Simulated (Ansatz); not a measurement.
C2H8N2Si: geometry relaxation (part 2 of 2)

The same run, continued: C2H8N2Si; RKS CAM-B3LYP/def2-SVP (Ansatz 0.2.0). It belongs to a series of runs on one base structure; here: end point B relaxed.

Geometry of the input (Å):
```
N  -1.7694  1.4256  0.3299
C  -1.0415  0.6118  -0.2588
C  0.1076  0.0081  0.4679
N  1.3440  0.9704  0.3719
Si 0.6066  -1.7113  -0.1348
H  -2.5332  1.8122  -0.3446
H  -1.1507  0.3700  -1.3214
H  -0.0909  -0.0438  1.5354
H  1.7333  0.9274  1.3699
H  2.0005  0.5272  -0.2065
H  0.9946  -1.6393  -1.5291
H  -0.5478  -2.6076  -0.0164
H  1.6713  -2.2710  0.6516
```

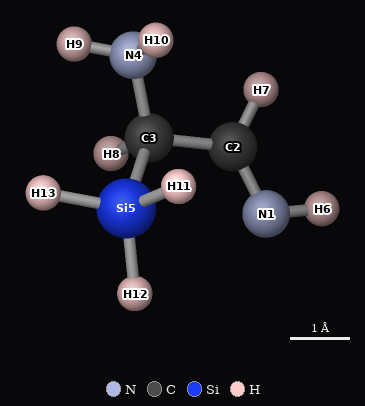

The geometry at step 20 of the log (ball-and-stick view, seen at a tilt; atoms are numbered from 1 in the order of the input).

```
mean field -13052.13015686 eV, -479.6569362130 hartree, gradient 2.9e-5 eV, S^2 0.000000; 1 other end points of the search recorded, 0 dependent functions left out
the calculation of the forces begins
reference -13052.13028998 eV, -479.6569411051 hartree; 24, 24 occupied and 90, 90 virtual orbitals, 1265 factors
Total energy: -13052.13028998 eV, -479.6569411051 hartree
Atom 0 at    -1.799857     0.255648    -0.666416 Å, force     0.000681    -0.000348    -0.000035 eV/Å
Atom 1 at    -0.881483     0.886916    -0.067455 Å, force    -0.004842     0.002149    -0.003331 eV/Å
Atom 2 at     0.272760     0.161786     0.564384 Å, force     0.003381     0.000205     0.004366 eV/Å
Atom 3 at     1.513854     0.890604     0.294581 Å, force    -0.001450    -0.002363    -0.000701 eV/Å
Atom 4 at     0.294492    -1.685191     0.068095 Å, force     0.000140     0.001303     0.001733 eV/Å
Atom 5 at    -2.522191     0.886520    -1.023831 Å, force    -0.000922     0.000356    -0.000490 eV/Å
Atom 6 at    -0.843096     1.989109     0.028088 Å, force     0.002251    -0.001968     0.001465 eV/Å
Atom 7 at     0.100581     0.212406     1.656091 Å, force     0.000700    -0.001351    -0.001213 eV/Å
Atom 8 at     2.270397     0.566954     0.892612 Å, force    -0.000247     0.000695     0.000664 eV/Å
Atom 9 at     1.817946     0.753508    -0.668518 Å, force     0.000771     0.001121    -0.001380 eV/Å
Atom 10 at     0.472939    -1.804174    -1.404307 Å, force     0.000032    -0.000534    -0.000527 eV/Å
Atom 11 at    -0.882854    -2.467078     0.526161 Å, force     0.000297     0.000225    -0.000377 eV/Å
Atom 12 at     1.510922    -2.267319     0.715455 Å, force    -0.000792     0.000509    -0.000173 eV/Å
Dipole moment:     0.104254     0.282790     0.065813 e Å
```

Trajectory as extended XYZ (Å, eV, eV/Å), 8 of the 34 frames kept, from step=1 to step=34
```
13
Properties=species:S:1:pos:R:3:forces:R:3 step=1 energy=-13051.33464
N    -1.7694    1.4256    0.3299   -3.0962   1.9673  -0.4649
C    -1.0415    0.6118   -0.2588    0.9392  -0.5838  -0.4336
C     0.1076    0.0081    0.4679    2.3110   0.6383  -0.2935
N     1.3440    0.9704    0.3719   -2.1030  -0.5717   3.0741
Si    0.6066   -1.7113   -0.1348   -1.0593   0.3062   0.2490
H    -2.5332    1.8122   -0.3446    1.5527  -0.7284   1.3584
H    -1.1507    0.3700   -1.3214    0.0043  -0.1644  -0.4103
H    -0.0909   -0.0438    1.5354   -0.5877   0.0086   0.2936
H     1.7333    0.9274    1.3699   -0.3381   0.3009  -2.0019
H     2.0005    0.5272   -0.2065    1.5675  -0.6073  -1.1154
H     0.9946   -1.6393   -1.5291    0.3210   0.0773  -0.7819
H    -0.5478   -2.6076   -0.0164   -0.3777  -0.3789  -0.0437
H     1.6713   -2.2710    0.6516    0.8663  -0.2640   0.5701
13
Properties=species:S:1:pos:R:3:forces:R:3 step=6 energy=-13051.86145 accepted=F
N    -2.0931    0.9983    0.3125   -0.2903  -0.0702   0.5017
C    -0.9914    0.7167   -0.2243    1.1928   0.7115  -0.7119
C     0.1911    0.1211    0.4997   -0.1997  -0.7822   0.0181
N     1.4574    0.8821    0.3856   -0.7085   0.1112  -0.0207
Si    0.5083   -1.6937   -0.0772   -0.2009   0.1636   0.3568
H    -2.7290    1.4533   -0.3495    0.0213  -0.1915  -0.0558
H    -0.7577    0.9551   -1.2791   -0.1307   0.0541  -0.2021
H    -0.1796    0.0865    1.5365    0.4485  -0.0161   0.1868
H     2.0426    0.7620    1.2095   -0.1063  -0.0378  -0.0498
H     2.0055    0.6118   -0.4294   -0.0440   0.0034   0.0333
H     1.0198   -1.6954   -1.4802   -0.0027   0.0853   0.0334
H    -0.7079   -2.5491    0.0010   -0.0112  -0.0287  -0.0491
H     1.5583   -2.2690    0.8099    0.0316  -0.0027  -0.0406
13
Properties=species:S:1:pos:R:3:forces:R:3 step=10 energy=-13051.98111
N    -2.1029    0.7771    0.2324   -0.0007   0.0614  -0.2794
C    -0.9220    0.7778   -0.2237    0.1543   0.3225  -0.2993
C     0.2027    0.1207    0.5186    0.1115  -0.0772  -0.0758
N     1.4414    0.8965    0.3838    0.2778  -0.0738   0.0969
Si    0.4545   -1.6940   -0.0213   -0.0459  -0.0416   0.0149
H    -2.7331    1.2593   -0.4175   -0.0117  -0.0455   0.0712
H    -0.6176    1.2648   -1.1961   -0.2268  -0.2724   0.5184
H    -0.0994    0.1094    1.5753   -0.0157   0.0035   0.0620
H     2.1170    0.6356    1.1097   -0.2073   0.0877  -0.2889
H     1.8924    0.7338   -0.5208   -0.0519   0.0201   0.1866
H     0.9820   -1.6853   -1.4187   -0.0075  -0.0069   0.0087
H    -0.7852   -2.5194    0.0306    0.0325   0.0165   0.0077
H     1.4945   -2.2965    0.8625   -0.0086   0.0057  -0.0231
13
Properties=species:S:1:pos:R:3:forces:R:3 step=15 energy=-13052.02151
N    -2.1026    0.4862   -0.0133    0.2594   0.1994  -0.1533
C    -0.8925    0.8283   -0.1865   -0.1897  -0.0705  -0.0692
C     0.2361    0.1467    0.5394    0.0391   0.0403  -0.0271
N     1.4833    0.8988    0.3697    0.0519  -0.0561  -0.0181
Si    0.3954   -1.6831    0.0068   -0.0484  -0.0035   0.0372
H    -2.7177    1.0594   -0.5992   -0.0151  -0.0654   0.0394
H    -0.5609    1.6251   -0.8900   -0.0905  -0.0835   0.1558
H    -0.0367    0.1564    1.6070    0.0242  -0.0256   0.0186
H     2.1716    0.6256    1.0674   -0.0094   0.0205  -0.0001
H     1.9091    0.7154   -0.5396   -0.0301   0.0105   0.0218
H     0.7828   -1.7023   -1.4352   -0.0051   0.0017   0.0107
H    -0.8500   -2.4719    0.2020    0.0255   0.0084  -0.0057
H     1.5066   -2.3050    0.7866   -0.0117   0.0238  -0.0101
13
Properties=species:S:1:pos:R:3:forces:R:3 step=20 energy=-13052.07638
N    -2.0029    0.2956   -0.3489    0.4829   0.4724   0.0361
C    -0.8863    0.8710   -0.1385   -0.3126  -0.1765  -0.1106
C     0.2499    0.1558    0.5476    0.0586   0.0810  -0.0554
N     1.5069    0.8742    0.3245   -0.0087   0.0190  -0.0249
Si    0.3399   -1.6837    0.0429   -0.0493  -0.0228   0.0153
H    -2.6624    0.9471   -0.7874    0.0328  -0.1008  -0.0218
H    -0.6347    1.9163   -0.4391   -0.1678  -0.2284   0.1452
H     0.0319    0.2030    1.6295   -0.0172  -0.0092  -0.0060
H     2.2175    0.6067    1.0011   -0.0124  -0.0144  -0.0205
H     1.8894    0.6854   -0.6018   -0.0090  -0.0042   0.0226
H     0.6279   -1.7265   -1.4197   -0.0248  -0.0081  -0.0007
H    -0.8674   -2.4895    0.3560    0.0238  -0.0064   0.0052
H     1.5147   -2.2758    0.7487    0.0036  -0.0017   0.0156
13
Properties=species:S:1:pos:R:3:forces:R:3 step=25 energy=-13052.10903 accepted=F
N    -1.8050    0.2494   -0.6838    0.8359   0.8027   0.6283
C    -0.8842    0.8962   -0.0671   -0.6504  -0.3397  -0.6365
C     0.2694    0.1649    0.5567   -0.0150   0.0007   0.1559
N     1.5160    0.8912    0.3006   -0.0107  -0.0663  -0.0275
Si    0.2993   -1.6841    0.0671   -0.0663  -0.0302  -0.0635
H    -2.5268    0.8845   -1.0383    0.0034  -0.0214   0.0085
H    -0.8278    2.0115    0.0383   -0.1602  -0.4751  -0.0919
H     0.0832    0.2117    1.6470    0.0568  -0.0083   0.0036
H     2.2600    0.5692    0.9177   -0.0397   0.0281  -0.0454
H     1.8344    0.7278   -0.6551    0.0162   0.0462   0.0417
H     0.4229   -1.8078   -1.4130    0.0373  -0.0049   0.0543
H    -0.8569   -2.4799    0.5621    0.0235   0.0370  -0.0053
H     1.5399   -2.2549    0.6829   -0.0310   0.0312  -0.0221
13
Properties=species:S:1:pos:R:3:forces:R:3 step=29 energy=-13052.12928
N    -1.8133    0.2544   -0.6472   -0.0118   0.0482  -0.0120
C    -0.8798    0.8874   -0.0739    0.0400  -0.0216  -0.0198
C     0.2703    0.1611    0.5628    0.0130  -0.0234   0.0086
N     1.5130    0.8917    0.3074    0.0159  -0.0014  -0.0149
Si    0.2971   -1.6857    0.0646   -0.0127   0.0065   0.0093
H    -2.5290    0.8879   -1.0142   -0.0003  -0.0117   0.0070
H    -0.8160    1.9908   -0.0075   -0.0398  -0.0045   0.0023
H     0.0884    0.2044    1.6534    0.0062   0.0059   0.0008
H     2.2698    0.5517    0.8968   -0.0143   0.0105  -0.0123
H     1.8152    0.7762   -0.6598   -0.0032  -0.0069   0.0250
H     0.4686   -1.8108   -1.4090    0.0019   0.0112   0.0151
H    -0.8764   -2.4691    0.5294   -0.0001  -0.0042  -0.0018
H     1.5167   -2.2602    0.7121    0.0053  -0.0085  -0.0072
13
Properties=species:S:1:pos:R:3:forces:R:3 step=34 energy=-13052.13016
N    -1.7999    0.2556   -0.6664    0.0007  -0.0003   0.0000
C    -0.8815    0.8869   -0.0675   -0.0048   0.0021  -0.0033
C     0.2728    0.1618    0.5644    0.0034   0.0002   0.0044
N     1.5139    0.8906    0.2946   -0.0014  -0.0024  -0.0007
Si    0.2945   -1.6852    0.0681    0.0001   0.0013   0.0017
H    -2.5222    0.8865   -1.0238   -0.0009   0.0004  -0.0005
H    -0.8431    1.9891    0.0281    0.0023  -0.0020   0.0015
H     0.1006    0.2124    1.6561    0.0007  -0.0014  -0.0012
H     2.2704    0.5670    0.8926   -0.0002   0.0007   0.0007
H     1.8179    0.7535   -0.6685    0.0008   0.0011  -0.0014
H     0.4729   -1.8042   -1.4043    0.0000  -0.0005  -0.0005
H    -0.8829   -2.4671    0.5262    0.0003   0.0002  -0.0004
H     1.5109   -2.2673    0.7155   -0.0008   0.0005  -0.0002
```

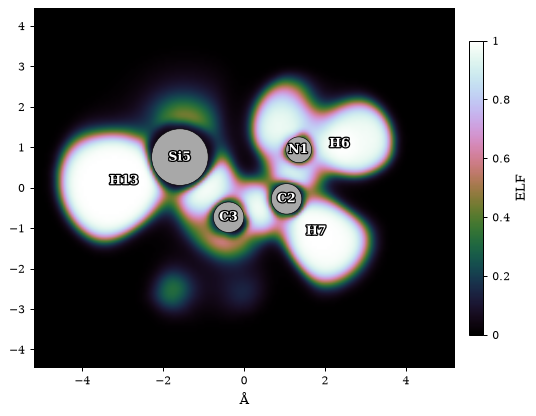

Electron localisation function on the plane of atoms C2, C3 and Si5. Grey discs, where drawn, cover atomic cores. The section cuts through N, C, Si and H sites. C–N (1.27 Å): the ELF peaks at about 0.90 between the atoms; a double or triple bond. N–H (1.02 Å): the ELF climbs to about 1 towards the hydrogen, as it does in any bond to H (a covalent bond by its length). C–H (1.11 Å): the ELF climbs to about 1 towards the hydrogen; a covalent bond by its length.

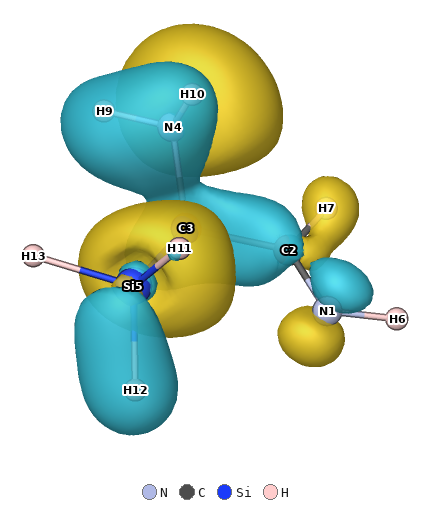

One frontier orbital at ±0.08 Å⁻³ᐟ² (yellow and cyan are the two phases), seen at a tilt. The HOMO, at −8.00 eV. It lies mainly on N4 (50 %), C3 (15 %) and Si5 (10 %).
